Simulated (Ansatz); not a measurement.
FHOSi

```xyz
4

H    -0.6263   -0.4077    1.2333
O    -0.7887    0.6724   -1.2031
Si   -0.0615    0.0338   -0.0507
F     1.4766   -0.2986    0.0204
```

The product side of a reaction path; geometry: PBE0-D4/def2-TZVP.

All numbers below come from Ansatz 0.2.0, RKS PBE0-D4/def2-TZVPP.

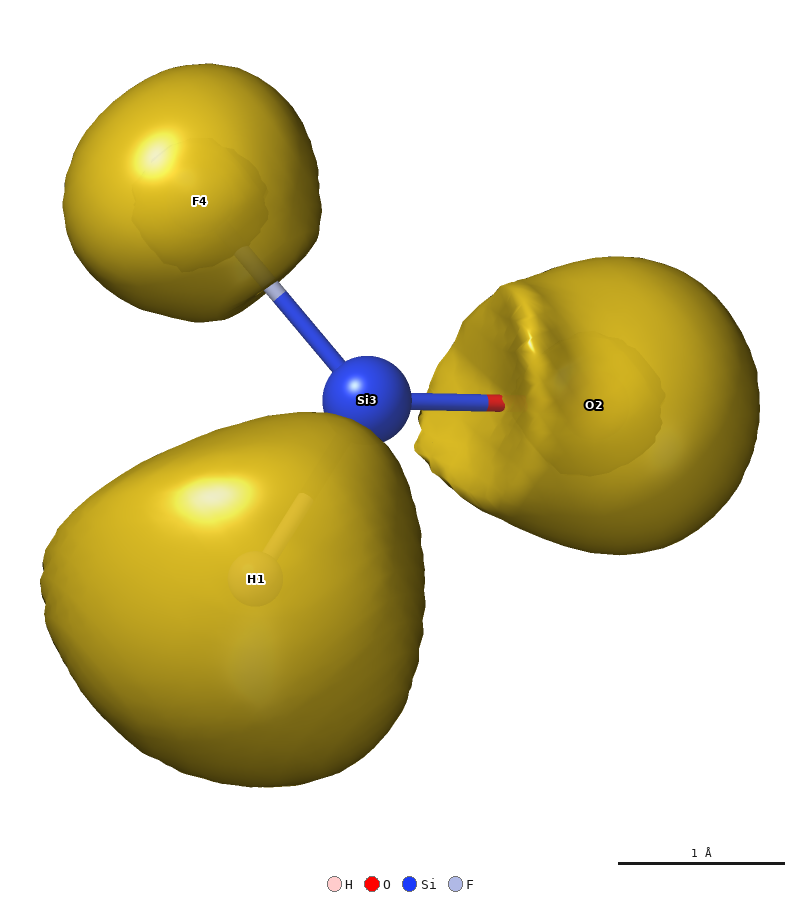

Figure 1. Isosurface of the ELF at 0.75 (yellow), seen at a tilt. Only the valence region is drawn (cores and ρ < 0.01 e/Å³ removed).

Describe the localisation domains.

The ELF exceeds this value in one region around a hydrogen nucleus, one region wrapped around F (its lone pairs, merged into a ring or cap) and one region wrapped around O (its lone pairs, merged into a ring or cap). Along the contacts the grid gives the following. Si–O (1.50 Å): the ELF peaks at about 0.80 between the atoms; a short, strongly polar bond. Si–F (1.58 Å): the ELF peaks at about 0.85 in the valence shell of F, 0.6 Å from its nucleus, and is about 0.40 at the midpoint.

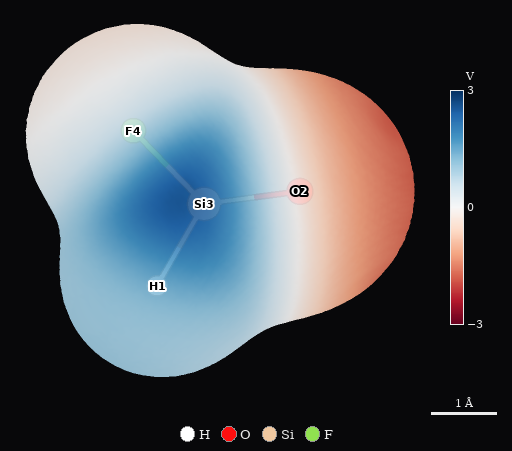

Figure 2. The electrostatic potential painted on the density surface at 0.001 e/bohr³, seen across its widest extent; red is negative and blue positive.

Where is the surface potential most negative and most positive?

The most negative region (about −1.8 V, or −42 kcal/mol for a unit charge) lies over O2, the most positive (about +2.5 V, or +58 kcal/mol for a unit charge) over Si3. O2 is the likeliest acceptor of a hydrogen bond.

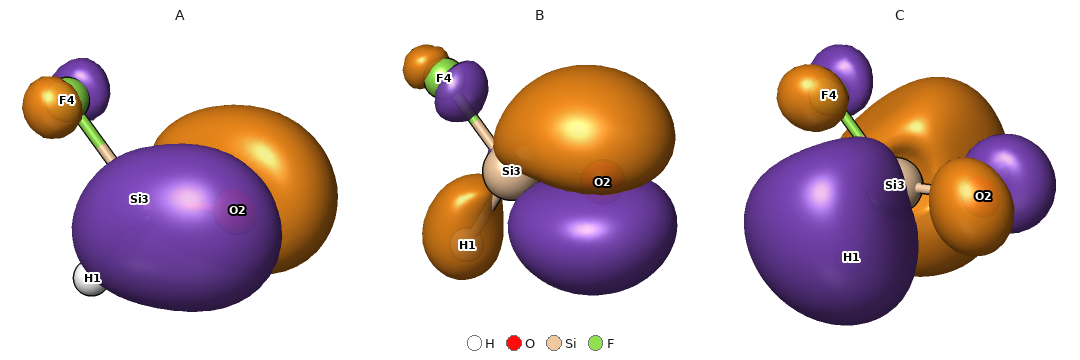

Figure 3. Three frontier orbitals at ±0.1 Å⁻³ᐟ² (orange and purple are the two phases), in no order.

Which picture is the HOMO−1, the HOMO and the LUMO?

A is the HOMO−1 (−9.39 eV). Its weight (Hirshfeld) is mainly on O2 (about 75 %) and Si3 (about 25 %); it changes sign across the molecular plane (π type); π-bonding across O2–Si3. B is the HOMO (−8.97 eV). By Hirshfeld shares it lies mainly on O2 (about 75 %) and Si3 (about 20 %); it is symmetric in the molecular plane (an in-plane orbital: σ, lone-pair or in-plane π type). C is the LUMO (−1.62 eV). By Hirshfeld shares it lies mainly on Si3 (about 70 %), O2 (about 15 %), H1 (about 10 %) and F4 (about 5 %); it changes sign across the molecular plane (π type).

What is the HOMO–LUMO gap?

7.35 eV between the orbital energies.
